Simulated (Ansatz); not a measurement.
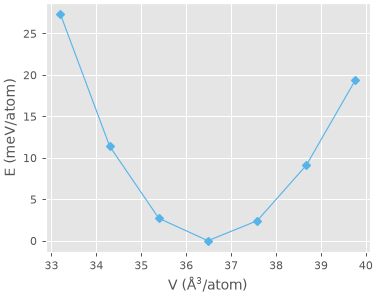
Fig. 1. CsPbCl$_{3}$ (cubic perovskite, Pm-3m) under volume change, r²SCAN (plane waves, PAW; program Ansatz), shape and atoms relaxed at each volume.

Task: What does a third-order Birch–Murnaghan fit give for V₀, B₀ and B′?

Result: V₀ = 36.49 Å³/atom, B₀ = 24.8 GPa, B′ = 4.7.

This is a known high-temperature phase of the composition, computed here at zero pressure and temperature. The r²SCAN relaxation kept the symmetry of its start; whether a distortion lowers the energy is not shown. Scalar-relativistic: spin–orbit coupling is off unless named, which matters more the heavier the elements.

Potentials: the later of the program's two PAW sets.
